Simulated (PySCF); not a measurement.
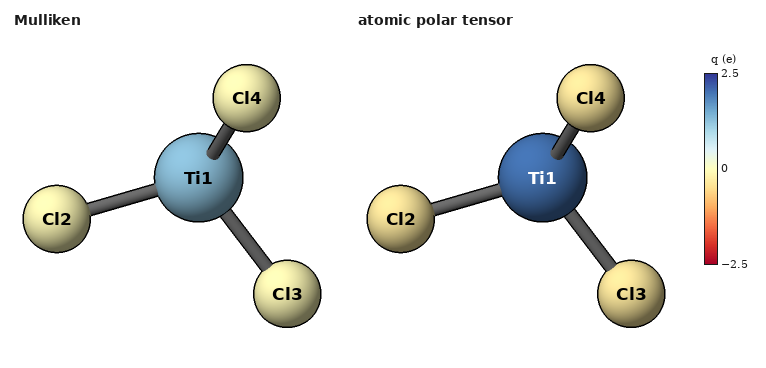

Atomic charges of one calculation by 2 schemes, on one colour scale. State: charge +1, singlet. Computed geometry: PBE0/def2-TZVP optimisation. Computed with PBE0/def2-TZVP (PySCF 2.14.0).

Question: Which scheme gives the most polar picture (largest mean size of the charges)?

Answer: The atomic polar tensor charges are the largest in size here.

List the charges (e), one line for each set of equivalent atoms.

```
         atom  Mulliken  atomic polar tensor
          Ti1      1.27                 2.01
Cl2, Cl3, Cl4     −0.09                −0.34
```

The search tried a few shapes and spins; others may lie lower.
